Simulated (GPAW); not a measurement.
# SiNH3 (SMILES N[SiH]): LDA (PW92)/plane waves (scalar-relativistic datasets, plane-wave cutoff 600 eV)

We compute a structure relaxation of SiNH3. Input form: an ASE script.

The results are computed with GPAW 26.7.0.

2 further runs of the same task are left out: 2 that didn't finish. Runs told in other sessions of the task aren't counted.

### 1 Starting point

The species is SiNH3 (5 atoms), meant as a singlet with charge 0. SMILES: `N[SiH]`. Geometry: relaxed at GFN2-xTB. This is one conformer, not always the lowest. The run starts from this shape.

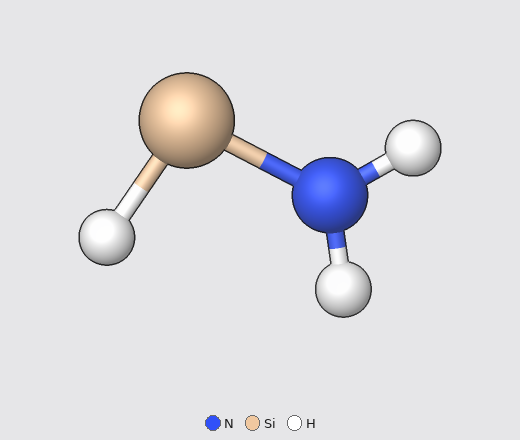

Viewed from a chosen angle; nitrogen blue, silicon light orange, hydrogen white.

### 2 A structure relaxation at LDA (PW92)/plane waves (scalar-relativistic datasets, plane-wave cutoff 600 eV)

gs.py

```python
import numpy as np
from ase import Atoms
from ase.io import write
from ase.optimize import FIRE2
from ase.units import Bohr
from gpaw import GPAW, PW

positions_bohr = np.array(
              [[ -0.564423,  -0.886792,   0.232323],
               [  0.010299,   2.258261,   0.736483],
               [  0.357291,  -2.017358,  -1.000043],
               [ -1.907697,  -1.847340,   1.172991],
               [  2.104512,   2.493229,  -1.141754]])
mol = Atoms(['N', 'Si', 'H', 'H', 'H'], positions=positions_bohr * Bohr)
mol.center(vacuum=7.0)

gpaw_calc = GPAW(mode={'name': 'pw', 'ecut': 600},
                 xc='LDA',
                 maxiter=60,
                 symmetry='off',
                 txt='-')
mol.calc = gpaw_calc

opt = FIRE2(mol, trajectory='gs.traj')
converged = opt.run(fmax=0.05, steps=100)
print('Converged:', converged)
print(f'Final energy: {mol.get_potential_energy():.5f} eV')
print(f'r(Si1-N0) = {mol.get_distance(1, 0):.4f} Ang')
print(f'r(H2-N0): {mol.get_distance(2, 0):.4f} Ang')
write('relaxed.xyz', mol)
```

Started as:

```
OMP_NUM_THREADS=1 python gs.py
```

The program printed:

```text
[...]
  mode=PW(ecut=600),
[...]
Number of symmetries: 1
[...]
  Number of IBZ points: 1
[...]
Cutoff: 600.0 eV
Spin-components: 1 (collinear spins)
Bands:           11
[...]
  Valence electrons: 12.0
[...]
  Grid points: [96 96 90]
  Charge: 0.0  # |e|
[...]
    cutoffs:
[...]
occupation numbers:
  # Zero width
[...]
xc functional:
  name: None
[...]
|iter     |     time |      energy | eigst |  dens |
[...]
|iter:   1| 00:00:03 |  -27.636369 | +0.40 |       |
[...]
Converged in 10 steps
[...]
dipole moment: (-0.028724, -0.431789, -0.115230)  # |e|*Ang
Fermi level: -3.864
[...]
Converged in 8 steps
[...]
Converged in 6 steps
[...]
Converged in 6 steps
[...]
Converged in 5 steps
[...]
|iter:   5| 00:04:22 |  -24.312028c| -7.74c| -4.17c|
Converged in 5 steps
[...]
Energy contributions relative to reference atoms: (reference = -9365.974501)
Energy contributions:
  Kinetic:          24.406218
  Coulomb:         -26.600076
  Zero:             -0.012828
  External:          0.000000
  Xc:              -22.105342
  Entropy:           0.000000
  Spinorbit:         0.000000
  ----------------------------
  Free energy:     -24.312028
  Extrapolated:    -24.312028
dipole moment: (-0.054679, -0.425274, -0.090983)  # |e|*Ang
Fermi level: -3.904
Eigenvalues  # (at kpt = [0.000, 0.000, 0.000])
| band index |      eig [eV] | occ [0-2] |
|------------|---------------|-----------|
|          0 |       -21.316 |     2.000 |
|          1 |       -12.804 |     2.000 |
|          2 |       -12.513 |     2.000 |
|          3 |        -8.660 |     2.000 |
|          4 |        -7.379 |     2.000 |
|          5 |        -5.309 |     2.000 |
|          6 |        -2.500 |     0.000 |
|          7 |        -0.981 |     0.000 |
|          8 |        -0.057 |     0.000 |
|          9 |         0.196 |     0.000 |
|         10 |         0.273 |     0.000 |
Gap: 2.809 eV
Transition (v -> c):
[...]
Forces  # eV/Ang
|        x |        y |        z |
|----------|----------|----------|
| -0.00177 |  0.03151 |  0.01708 |  # N    0
| -0.01462 |  0.01015 |  0.01830 |  # Si   1
|  0.01670 |  0.01488 | -0.00824 |  # H    2
| -0.00080 | -0.01976 | -0.00351 |  # H    3
|  0.00268 | -0.03730 | -0.01497 |  # H    4
Force computation time: 1.505  # s
FIRE2:   15 hh:mm:ss      -24.312028        0.040281
Converged: True
Final energy: -24.31203 eV
r(Si1-N0) = 1.7102 Ang
r(H2-N0): 1.0196 Ang
```

Wall time 4.4 min (1 thread of Arm Neoverse V2, shared host); peak memory 1.4 GiB.

The path in brief:

```csv
step,energy from the first frame kept (eV),largest force (eV/Å)
0,0.0000,1.0078
1,-0.0198,0.6748
2,-0.0295,0.5122
3,-0.0299,0.3016
4,-0.0311,0.2245
5,-0.0319,0.1624
6,-0.0324,0.1551
7,-0.0328,0.1600
8,-0.0332,0.0898
9,-0.0334,0.0970
10,-0.0335,0.0954
11,-0.0337,0.0853
12,-0.0340,0.0707
13,-0.0342,0.0543
14,-0.0343,0.0581
15,-0.0344,0.0403
```

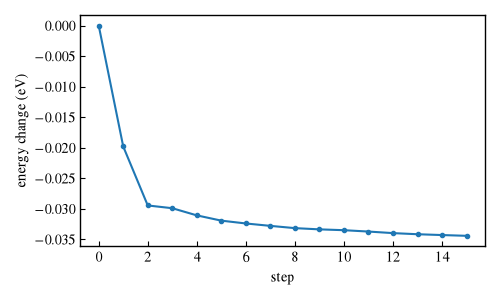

Energy along the run.

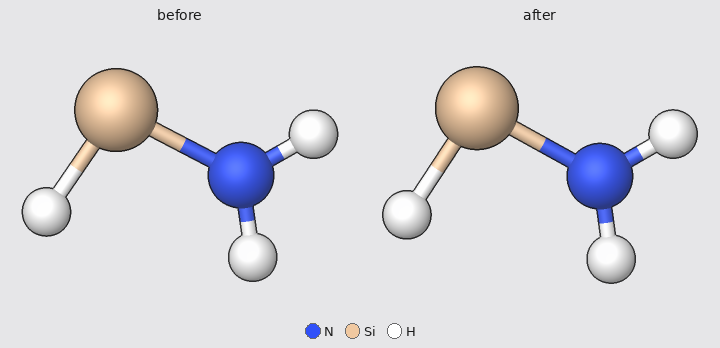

Before and after, at one scale.

After the run. Bond lengths: N1–Si2 1.710 Å, N1–H3 1.020 Å, N1–H4 1.020 Å, Si2–H5 1.544 Å. Angles: N1–Si2–H5 93.8°, Si2–N1–H3 127.2°, Si2–N1–H4 120.8°, H3–N1–H4 112.0°.

### 3 Summary of results

Level: LDA (PW92)/plane waves (scalar-relativistic datasets, plane-wave cutoff 600 eV).

| quantity | value |
| --- | --- |
| energy as printed (from the program's reference atoms) | -24.3120 eV |
| dipole moment | 2.11 D |
| HOMO energy (shifted to the vacuum level, unlike the log) | -5.39 eV |
| LUMO energy (shifted to the vacuum level, unlike the log) | -2.58 eV |
| HOMO–LUMO gap | 2.81 eV |

**Reading.** At the final geometry: Bond lengths: N1–Si2 1.710 Å, N1–H3 1.020 Å, N1–H4 1.020 Å, Si2–H5 1.544 Å. Angles: N1–Si2–H5 93.8°, Si2–N1–H3 127.2°, Si2–N1–H4 120.8°, H3–N1–H4 112.0°. The optimisation took 15 steps and changed the energy by -0.034 eV.
